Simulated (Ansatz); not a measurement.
# TlCdBi: relaxing a made-up structure, part 2 of 2

Starting from a made-up structure for TlCdBi, the aim is the relaxed cell, its shortest contacts and, where a second run follows, its electronic structure.

Ansatz 0.2.0; DFT, PBE, plane-wave PAW, files of the set soft_1, scalar-relativistic, no spin, cell and ions relaxed at zero pressure; PAW set soft_1 (the session's first sound run).

So far: The starting structure; Relaxation of the guess. The relaxed cell has a = 5.474, c = 6.899 Å (conventional setting).

**3. Bands of the relaxed cell**

A second self-consistent run takes a narrower smearing and the mesh shown in its input; the bands follow along the standard path of the relaxed lattice.

This step: DFT, PBE, plane-wave PAW, files of the set soft_1, scalar-relativistic, no spin, bands and density of states at the relaxed cell; PAW set soft_1 (Ansatz 0.2.0).

input.yaml

```yaml
crystal:
  lattice:
    - [5.4741480288, 0.0, 0.0]
    - [-2.7370740144, 4.740751257, 0.0]
    - [0.0, 0.0, 6.898922553]
  atoms:
    - { symbol: Bi, position: [0.0, 0.0, 0.0] }
    - { symbol: Bi, position: [0.0, 0.0, 0.5] }
    - { symbol: Tl, position: [0.6666666667, 0.3333333333, 0.25] }
    - { symbol: Tl, position: [0.3333333333, 0.6666666667, 0.75] }
    - { symbol: Cd, position: [0.6666666667, 0.3333333333, 0.75] }
    - { symbol: Cd, position: [0.3333333333, 0.6666666667, 0.25] }
kpoints:
  mp_grid: { grid: [8, 8, 6] }
  band_path:
    path:
      - [[0.0, 0.0, 0.0], [0.5, 0.0, 0.0], [0.33333333, 0.33333333, 0.0], [0.0, 0.0, 0.0], [0.0, 0.0, 0.5], [0.5, 0.0, 0.5], [0.33333333, 0.33333333, 0.5], [0.0, 0.0, 0.5]]
      - [[0.5, 0.0, 0.5], [0.5, 0.0, 0.0]]
      - [[0.33333333, 0.33333333, 0.0], [0.33333333, 0.33333333, 0.5]]
    npoints: 8
scf:
  occupations: { method: fermi_dirac, width: 0.03 }
  n_extra_bands: 10
hamiltonian:
  xc: pbe
  pseudopotentials: { kind: paw, azcp: { folder: soft_1 } }
output:
  forces: true
  stress: true
  write_bands: true
  dos: { projected: true }
  write_density: true
  write_potential: true
  elf: true
  volumetric_format: npy
```

Launch:

```
$ ansatz run input.yaml --threads 4 --pin off --max-ram 10240MiB --backend cpu --events-out ev --progress --plain --runs-dir out
```

Numbers of over 12 decimals in the logs are rounded to 6 here.

The log of the run:

```text
[...]
Crystal: 6 atoms, lattice volume = 179.038 Å³
Basis set: ecut = 420 eV, 3473 PW (Γ), exchange–correlation on 80×80×96 points (8 copies of the dense FFT grid, shifted against one another)
Bands: 58, of which v1, the nominal top of the filled ones, is band 48 counted from 1 (47 counted from 0)
Symmetry: 24 space group operations
[...]
k-points: 40 of 384
[...]
SCF iter   1: F=—  HF=-64200.320085 eV  |F-HF|=—  |Δ(HF+E_count)|=         —  Δρ=1.87e-2  dr2=1.91e0  ethr=3.10e-3  ⟨swp⟩=6.2  Hψ=8178  notcnv=0  defer=3
[...]
SCF iter   9: F=-64199.702218 eV  HF=-64199.702218 eV  |F-HF|=2.83e-9  |Δ(HF+E_count)|=   2.98e-8  Δρ=1.80e-6  dr2=1.06e-8  ethr=1.04e-10  ⟨swp⟩=14.1  Hψ=15735  notcnv=0
SCF 1 converged in 9 iterations: F = -64199.702218 eV  dr2 = 1.06e-8
[...]
NSCF: frozen V_eff on 75 k-points
SCF converged after 9 iterations
Free energy (F): -64199.702218 eV
[...]
Internal energy: -64199.691998 eV  (E = F + TS)
E sigma→0 (E₀):  -64199.697108 eV
Entropy (-TS):   -0.010220 eV (-1.703 meV/atom)
Fermi energy:    10.465906 eV
[...]
--- Stress (GPa, compression-positive) ---
        0.190723      -0.000000       0.000000
        0.000000       0.190723       0.000000
        0.000000       0.000000      -0.404601
  P = ⅓ Tr σ = -0.0077 GPa (-0.077 kbar)
--- Band table (eV; the first three rows and the last of 40) ---
  k-point 0: bands = [... 44 lower, 8.8079, 9.9172, 10.4508, 10.5181, 10.5181, 10.7714, 10.7714, 11.4428, ... 6 higher]
  k-point 1: bands = [... 44 lower, 8.8942, 9.5507, 10.4884, 10.4884, 10.6752, 10.6752, 10.9040, 11.2648, ... 6 higher]
  k-point 2: bands = [... 44 lower, 9.1471, 9.4515, 10.0383, 10.0383, 10.1925, 10.9268, 10.9268, 11.0340, ... 6 higher]
  k-point 39: bands = [... 44 lower, 9.1287, 9.1287, 10.4847, 10.4847, 11.6705, 11.6705, 12.6348, 12.6348, ... 6 higher]
```

Elapsed: 9 s, on 4 threads of Arm Neoverse V2, shared host; peak memory 1 GiB.

In the SCF lines HF is the Harris–Foulkes energy and dr2 the Hartree energy of the density residual, in eV; the loop may stop once dr2 is under the threshold and the program's other checks hold. Hψ counts applications of the Hamiltonian.

Numbers from this step:

* free energy: -64199.7022 eV
* energy at zero smearing: -64199.6971 eV
* smearing term TS: 0.01022 eV
* Fermi energy: 10.47 eV
* pressure: -0.007718 GPa

bands.tsv at the labelled points (eV, zero at the Fermi level; the bands that come nearest the Fermi level along the path):

| point | band 45 | band 46 | band 47 | band 48 | band 49 | band 50 | band 51 | band 52 |
| --- | --- | --- | --- | --- | --- | --- | --- | --- |
| Γ | -1.66 | -0.55 | -0.02 | 0.05 | 0.05 | 0.31 | 0.31 | 0.98 |
| M | -2.72 | -2.44 | -1.14 | 0.15 | 0.63 | 0.78 | 2.06 | 3.11 |
| K | -3.11 | -1.77 | -1.77 | 0.40 | 0.62 | 0.62 | 3.21 | 3.21 |
| Γ | -1.66 | -0.55 | -0.02 | 0.05 | 0.05 | 0.31 | 0.31 | 0.98 |
| A | -0.92 | -0.92 | -0.85 | -0.85 | -0.70 | -0.70 | 0.89 | 0.89 |
| L | -2.11 | -2.11 | -0.64 | -0.64 | 0.95 | 0.95 | 3.42 | 3.42 |
| H | -1.27 | -1.27 | 0.13 | 0.13 | 1.35 | 1.35 | 2.14 | 2.14 |
| A | -0.92 | -0.92 | -0.85 | -0.85 | -0.70 | -0.70 | 0.89 | 0.89 |
| L | -2.11 | -2.11 | -0.64 | -0.64 | 0.95 | 0.95 | 3.42 | 3.42 |
| M | -2.72 | -2.44 | -1.14 | 0.15 | 0.63 | 0.78 | 2.06 | 3.11 |
| K | -3.11 | -1.77 | -1.77 | 0.40 | 0.62 | 0.62 | 3.21 | 3.21 |
| H | -1.27 | -1.27 | 0.13 | 0.13 | 1.35 | 1.35 | 2.14 | 2.14 |

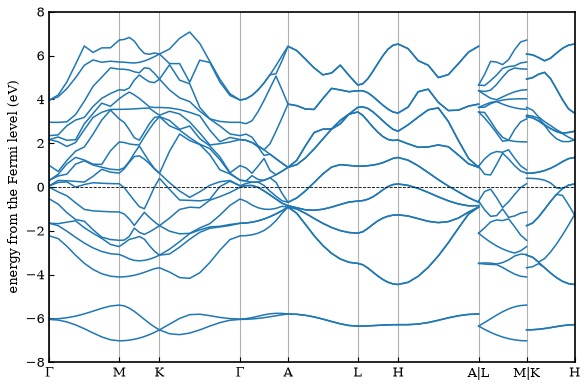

Bands along the path. 40 bands lie wholly below the window drawn.

Counts of states for the cell as run, both spins, by energy window (eV from the Fermi level):

```csv
from,to,total
-8,-7,0.00
-7,-6,2.50
-6,-5,1.50
-5,-4,0.44
-4,-3,2.31
-3,-2,2.47
-2,-1,3.45
-1,0,3.32
0,1,2.43
1,2,3.56
2,3,4.02
```

A further 80.0 states lie below the table's range.

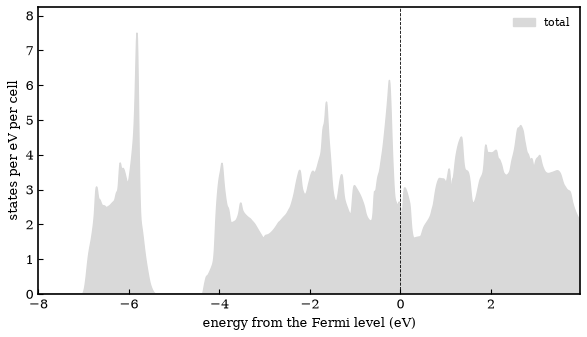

Total density of states, smoothed over about 0.04 eV.

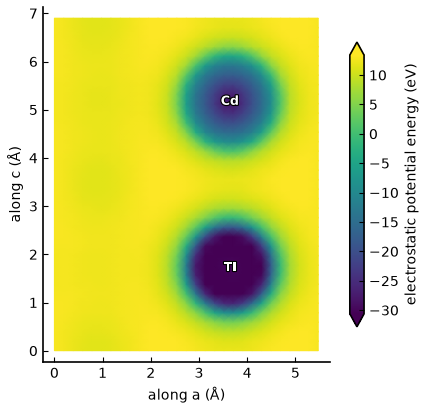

Electrostatic potential energy in the ac plane at fractional y = 0.333, with atoms of Tl and Cd within 0.2 Å of it. With pseudopotentials it is smooth inside the atoms' cores, unlike the true potential.

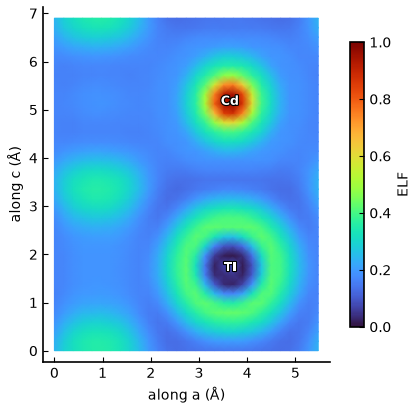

ELF in the ac plane at fractional y = 0.333, with atoms of Tl and Cd within 0.2 Å of it. It is the smooth field of the valence electrons, not physical close to the nuclei.

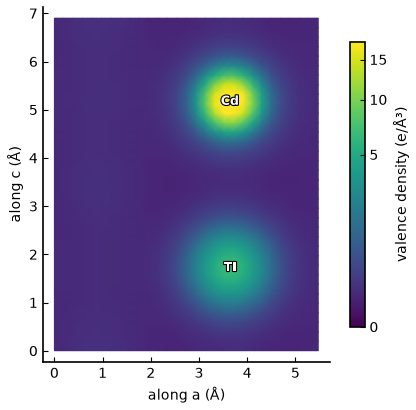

Valence density in the ac plane at fractional y = 0.333, with atoms of Tl and Cd within 0.2 Å of it. It is the smooth field of the valence electrons, not physical close to the nuclei. The colour scale is stretched toward low values.

**4. Outcome**

| Item | Value |
| --- | --- |
| space group, relaxed | P6_3/mmc |
| conventional cell | a = 5.474, b = 5.474, c = 6.899 Å; α = 90.0°, β = 90.0°, γ = 120.0° |
| volume per atom | 29.84 Å³ (guess 25.72) |

In words: TlCdBi relaxes to P6_3/mmc with a = 5.474, b = 5.474 and c = 6.899 Å. The guessed volume was 14 % too small. The space group P6_3/mmc was held in the relaxation, so the end point is a stationary structure within it and may be a saddle against distortions or other arrangements. Bands cross the Fermi level, so it is a metal or semimetal at this level. On the 8×8×6 mesh with the narrower smearing (relaxed on 6×6×4) the forces vanish, as symmetry may demand, and the largest stress component is 0.405 GPa, against the relaxation's thresholds of 0.015 eV/Å and 0.05 GPa. The cutoff wasn't tested. A vector of the cell changed its length by 13 %, more than the volume shows. Spin-orbit coupling is left out, which can matter for elements this heavy. No dispersion term is used, so weakly bound directions may come out too long. Nothing here tests whether the compound is stable against decomposition.

[Logs are printed without paths, hosts, clocks, repeated set-up lines and the standing remarks that a program may print on its own settings, such as how far it seeks lower states.]

[Hosts, paths, dates, database ids (printed as entryN), source tags and the programs' standing remarks are cut or masked in the printed files.]
